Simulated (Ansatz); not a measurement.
**PH₄ (doublet): inputs that go wrong at a displaced geometry (v2)**

4 inputs are run for PH₄ (doublet) as typed; the log has to tell whether the result can be used and what must change.

Program: Ansatz 0.2.0, Gaussian basis. Level of theory: the settings change from run to run. These are calculated values, not measurements.

15 further runs of the same task are left out: 4 that didn't finish, 11 set aside as unsound or not needed.

## 1. The system

The geometry is a PBE0/def2-TZVP stationary point (not a proven minimum) with its atoms shifted at random (size 0.100 Å).

5 atoms, charge 0, spin multiplicity 2.

Atoms are counted from 1 here; the program's logs count them from 0.

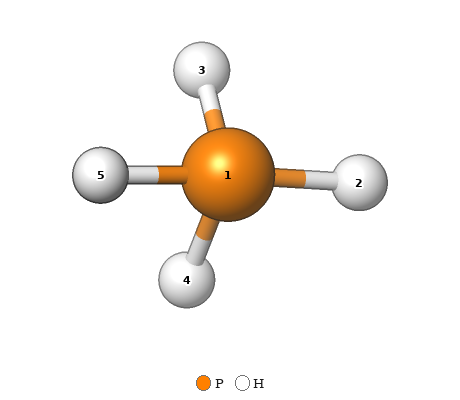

The structure; phosphorus orange, hydrogen white; atoms are numbered from 1 in the order of the file.

## 2. Input 1

in.yaml reads:

```yaml
crystal:
  periodic: [false, false, false]
  atoms:
    - {symbol: P, position_ang: [0.007255, 0.013944, -1.451789]}
    - {symbol: H, position_ang: [0.007255, 0.013944, -1.501789]}
    - {symbol: H, position_ang: [-0.940332, 1.059758, 0.004698]}
    - {symbol: H, position_ang: [-0.857223, -1.151987, 0.022912]}
    - {symbol: H, position_ang: [0.063925, -0.092883, 1.434697]}
basis:
  gaussian: {orbitals: def2-mTZVP}
magnetization: {spin_polarized: false, initial_magnetization: 1}
correlation: {active_space: {window: {electrons: 5, orbitals: 7}, fixed_orbitals: true}}
```

Command:

```console
> ansatz run in.yaml --threads 1 --pin off --events-out ev --progress --plain --max-ram 2393MiB
```

Log:

```text
Functional definition: HF
  name "HF"
  cite "Fock, Z. Phys. 61, 126 (1930) doi:10.1007/BF01340294"
  parent pbe
  exchange = exact_x
  correlation = 0
321 factors; integrals over basis functions are off by at most 4.0e-4 eV
mean field evaluation 1: about -6160.2820 eV, gradient 2.5e1 eV
mean field evaluation 2: about -6160.2889 eV, gradient 2.5e1 eV
mean field evaluation 4: about -6163.5406 eV, gradient 5.2e0 eV
mean field evaluation 8: about -6164.3978 eV, gradient 3.7e-1 eV
mean field evaluation 16: about -6161.6882 eV, gradient 6.9e0 eV
a density is far from that of the atoms, so the factors are made again for it
337 factors; integrals over basis functions are off by at most 3.3e-4 eV
mean field evaluation 32: about -6164.4013 eV, gradient 6.2e-7 eV
mean field -6164.40125169 eV, -226.5375676185 hartree, gradient 6.2e-7 eV, S^2 0.750000; 2 other end points of the search recorded, 0 dependent functions left out
reference -6164.40125169 eV, -226.5375676185 hartree; 10, 9 occupied and 24, 25 virtual orbitals, 337 factors
state -6165.21439766 eV, -226.5674501817 hartree
Total energy: -6165.21439766 eV, -226.5674501817 hartree
```

Run time: 0.3 s. Hardware: 1 thread of Arm Neoverse V2, shared host.

What is wrong: The run converged, which proves nothing about the input. One atom lies on top of another. The shortest distance is 0.05 Å, against 1.44 Å in the geometry of step 1. Its energy belongs to another geometry. Fix: restore its position.

## 3. Input 2

in.yaml reads:

```yaml
crystal:
  periodic: [false, false, false]
  atoms:
    - {symbol: P, position_ang: [0.056179, 0.005570, 0.001285]}
    - {symbol: H, position_ang: [0.007255, 0.013944, -1.501789]}
    - {symbol: H, position_ang: [-0.940332, 1.059758, 0.004698]}
    - {symbol: H, position_ang: [-0.857223, -1.151987, 0.022912]}
    - {symbol: H, position_ang: [0.063925, -0.092883, 1.434697]}
basis:
  gaussian: {orbitals: cc-pVDZ}
magnetization: {spin_polarized: false, initial_magnetization: 1}
hamiltonian: {xc: pbe0}
correlation: {method: fic_mrcisd_q, electrons: outside_noble_gas, active_space: {window: {electrons: 3, orbitals: 3}}}
accuracy: high
```

Launched as before.

Log:

```text
Error: invalid value for `correlation.active_space`: it starts from restricted Hartree–Fock orbitals; set hamiltonian.xc: hf without magnetization.spin_polarized
```

Run time: 0.03 s. Hardware: 1 thread of Arm Neoverse V2, shared host.

Diagnosis: The run was refused. An active space is asked on a functional's orbitals. To mend it, start from Hartree-Fock.

## 4. Input 3

in.yaml reads:

```yaml
crystal:
  periodic: [false, false, false]
  atoms:
    - {symbol: P, position_ang: [0.056179, 0.005570, 0.001285]}
    - {symbol: H, position_ang: [0.007255, 0.013944, -1.501789]}
    - {symbol: H, position_ang: [-0.940332, 1.059758, 0.004698]}
    - {symbol: H, position_ang: [-0.857223, -1.151987, 0.022912]}
    - {symbol: H, position_ang: [0.063925, -0.092883, 1.434697]}
basis:
  gaussian: {orbitals: 6-31G}
magnetization: {spin_polarized: false, initial_magnetization: 1}
correlation: {active_space: {ras: {orbitals: [9, 1, 11], electrons: 39, max_holes: 2, max_particles: 2}, fixed_orbitals: true}}
scf: {lower_state_search: off}
output: {forces: true}
```

Launched as before.

Log:

```text
Functional definition: HF
  name "HF"
  cite "Fock, Z. Phys. 61, 126 (1930) doi:10.1007/BF01340294"
  parent pbe
  exchange = exact_x
  correlation = 0
these checks for a lower state are left out or cut short: starts, cluster_reference, orbital_swaps, neighbouring_geometries, increment
268 factors; integrals over basis functions are off by at most 2.5e-4 eV
mean field evaluation 1: about -9329.1401 eV, gradient 8.0e0 eV
mean field evaluation 2: about -9329.1440 eV, gradient 8.0e0 eV
mean field evaluation 4: about -9329.4863 eV, gradient 2.7e-1 eV
mean field evaluation 8: about -9329.4876 eV, gradient 2.1e-6 eV
mean field -9329.48764973 eV, -342.8523473738 hartree, gradient 2.3e-6 eV, S^2 0.750000; 0 other end points of the search recorded, 0 dependent functions left out
reference -9329.48764973 eV, -342.8523473738 hartree; 10, 9 occupied and 11, 12 virtual orbitals, 268 factors
Error: 39 electrons in 21 orbitals form no window around the highest filled level of the reference
```

It took 0.09 s on 1 thread of Arm Neoverse V2, shared host.

What is wrong: The run stopped with an error. The electron count of the restricted space is wrong. Fix: count the correlated electrons again.

## 5. Input 4

in.yaml reads:

```yaml
crystal:
  periodic: [false, false, false]
  atoms:
    - {symbol: P, position_ang: [0.056179, 0.005570, 0.001285]}
    - {symbol: H, position_ang: [0.007255, 0.013944, -1.501789]}
    - {symbol: H, position_ang: [-0.940332, 1.059758, 0.004698]}
    - {symbol: H, position_ang: [-0.857223, -1.151987, 0.022912]}
    - {symbol: H, position_ang: [0.063925, -0.092883, 1.434697]}
basis:
  gaussian: {orbitals: aug-cc-pVDZ}
magnetization: {spin_polarized: false, initial_magnetization: 1}
correlation: {method: ccsd_t, frozen_orbitals: {P: 9}}
```

Same command.

Log:

```text
Functional definition: HF
  name "HF"
  cite "Fock, Z. Phys. 61, 126 (1930) doi:10.1007/BF01340294"
  parent pbe
  exchange = exact_x
  correlation = 0
Error: "frozen_orbitals" has no count for H
```

Run time: 0.03 s. Hardware: 1 thread of Arm Neoverse V2, shared host.

What is wrong: The run was refused. The frozen-orbital counts are incomplete or too large. To mend it, leave frozen_orbitals out, or give each element a count that its core has.

## 6. Summary

| input | level | ended | cause | time |
| --- | --- | --- | --- | --- |
| 1 | CASCI(5,7)/def2-mTZVP | converged | one atom lies on top of another | 0.3 s |
| 2 | MRCISD+Q(3,3)/cc-pVDZ | refused | an active space is asked on a functional's orbitals | 0.03 s |
| 3 | CISD/6-31G | stopped by an error | the electron count of the restricted space is wrong | 0.09 s |
| 4 | CCSD(T) on ROHF/aug-cc-pVDZ | refused | the frozen-orbital counts are incomplete or too large | 0.03 s |

1 converged, 2 refused, 1 stopped by an error. The input that converges on a wrong geometry or spin is the dangerous one: no error points at it, so geometry and ⟨S²⟩ have to be checked.
